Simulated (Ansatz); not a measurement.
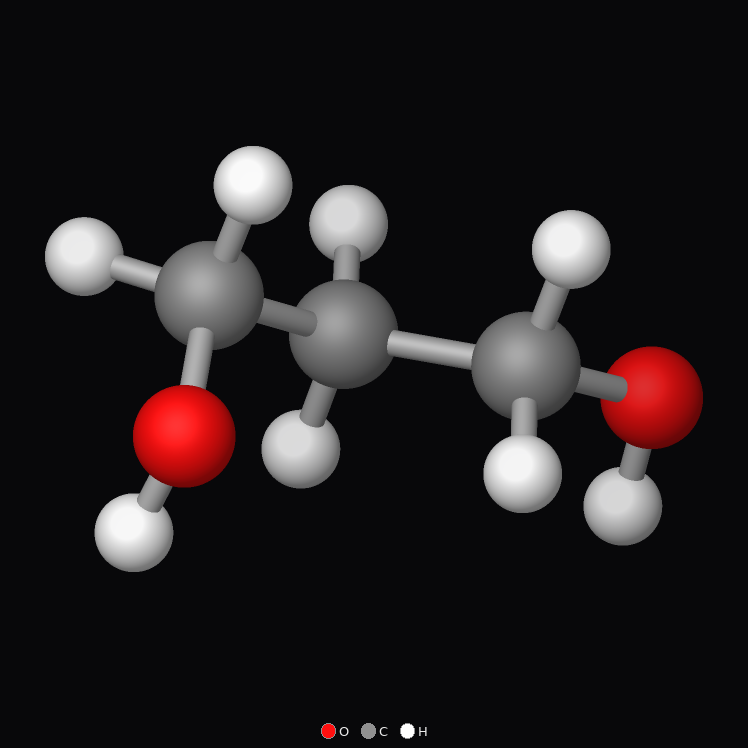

Rendered structure (ball-and-stick style).

The geometry was computed by an optimisation with PBE0-D4/def2-TZVP.

Description:

It has 13 atoms: 3 carbon, 8 hydrogen and 2 oxygen (C₃H₈O₂). Its SMILES string is `OCCCO`. It has no ring. Among its groups: alcohol. This geometry has C1 symmetry. Coordination: 2 O bent; 3 C tetrahedral.

The parts below concern this one geometry. Atoms keep their numbers from picture to picture.

Shape

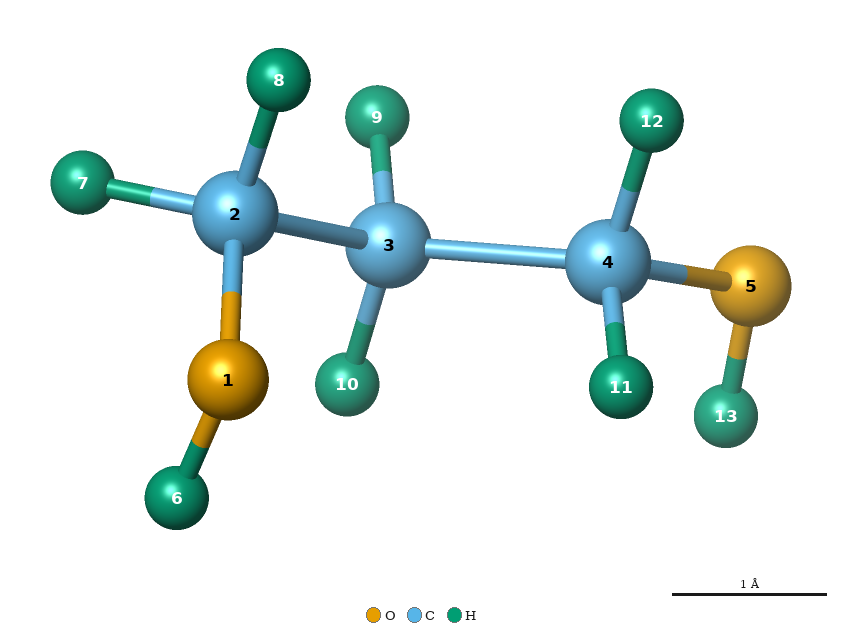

Atoms carry their numbers in the input.

Estimate the angles O1–C2–C3, O1–C2–H7, O1–C2–H8, C2–O1–H6, C2–C3–C4, C2–C3–H10, C3–C4–H11, C4–C3–H9, C4–C3–H10, C4–O5–H13, O5–C4–H11, O5–C4–H12.

```tsv
angle	degrees
O1–C2–C3	113.3
O1–C2–H7	110.9
O1–C2–H8	105.5
C2–O1–H6	108.2
C2–C3–C4	113.0
C2–C3–H10	109.2
C3–C4–H11	110.0
C4–C3–H9	109.1
C4–C3–H10	109.6
C4–O5–H13	108.3
O5–C4–H11	111.4
O5–C4–H12	105.7
```

Electronic properties

Properties computed with RKS HSE06 (plane-wave form)-D4/def2-TZVPP (Ansatz 0.2.0).

Estimate the dispersion correction.

Answer. −14.9 kJ/mol.

Give the LUMO energy (Kohn–Sham orbital) at this level.

Answer. 0.46 eV.

Give the HOMO energy (Kohn–Sham orbital) at this level.

Answer. −7.15 eV.

Dipole moment

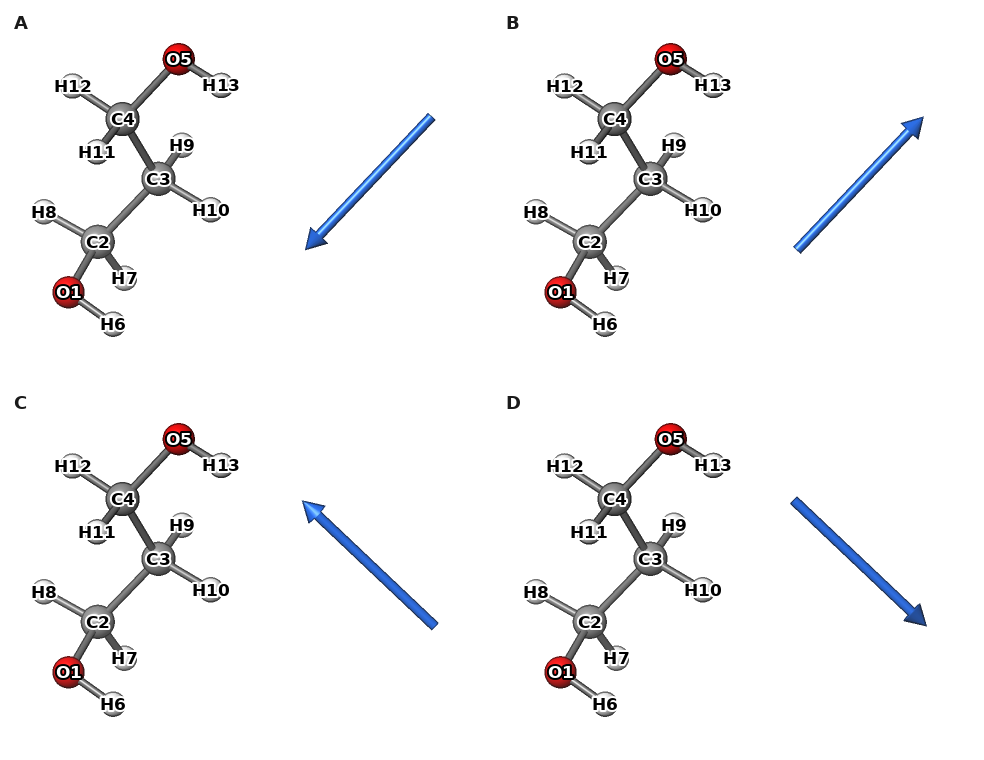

The same molecule four times, each with an arrow. Properties computed with RKS B3LYP-D4/def2-TZVPP (Ansatz 0.2.0).

Which arrow points along the dipole moment, from the negative to the positive end?

Answer. D. The dipole moment is 2.29 D; it points from the side of H12 to the side of H6, H10 (the outermost atoms at the two ends).

Charges

The questions are on Mulliken charges. Method: RKS PBE0-D4/def2-TZVP (Ansatz 0.2.0).

Which atom carries the highest charge (most positive or least negative)?

Answer. H6, H13 (0.30 e).

And the lowest?

Answer. O1, O5 (−0.44 e).

List the Mulliken charges.

```
atom  value (e)
  O1      −0.44
  C2      −0.05
  C3      −0.25
  C4      −0.02
  O5      −0.44
  H6       0.30
  H7       0.11
  H8       0.10
  H9       0.11
 H10       0.09
 H11       0.10
 H12       0.10
 H13       0.30
```

Thermal motion

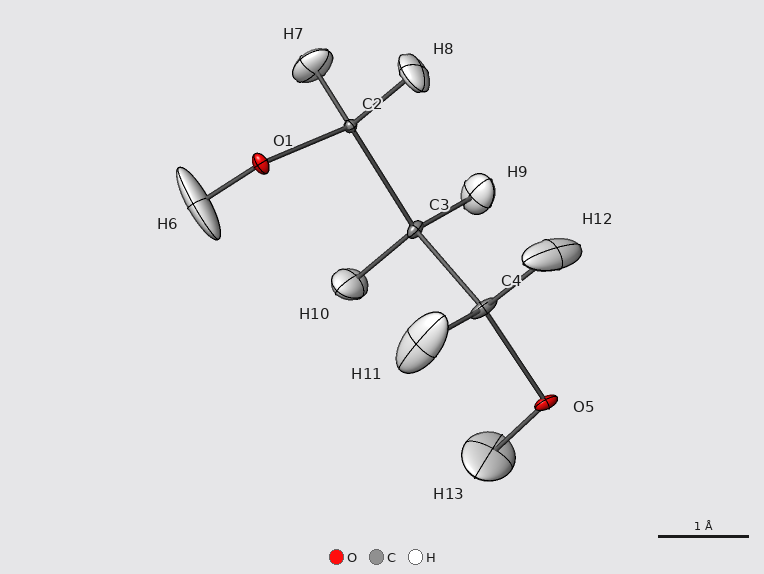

Displacement ellipsoids at the 50 % level, from the internal vibrations of the free molecule (harmonic, no overall translation or rotation; no half-axis is drawn under 0.075 Å). Vibrations computed with RKS PBE0-D4/def2-TZVP (Ansatz 0.2.0). Temperature: 200 K.

Which atom has the largest mean-square displacement?

Answer. H13, with U_eq = 0.0510 Å².

Does H13 move more along its bond or across it?

Answer. Across it: the root-mean-square amplitude is 0.099 Å along the bond and up to 0.333 Å across, since bending and torsion are softer than stretching.

List U_eq and the three principal root-mean-square amplitudes for each kind of atom.

```csv
atom,U_eq (Å²),rms amplitudes (Å)
O1,0.0037,"0.029, 0.060, 0.082"
C2,0.0018,"0.035, 0.039, 0.053"
C3,0.0032,"0.036, 0.052, 0.075"
C4,0.0056,"0.040, 0.051, 0.112"
O5,0.0038,"0.040, 0.043, 0.090"
H6,0.0378,"0.081, 0.139, 0.296"
H7,0.0171,"0.082, 0.124, 0.170"
H8,0.0181,"0.080, 0.131, 0.175"
H9,0.0172,"0.091, 0.136, 0.157"
H10,0.0185,"0.091, 0.129, 0.174"
H11,0.0357,"0.085, 0.146, 0.280"
H12,0.0331,"0.085, 0.126, 0.276"
H13,0.0510,"0.076, 0.191, 0.333"
```

Mulliken values depend strongly on the basis set and can even reverse the polarity of a bond.
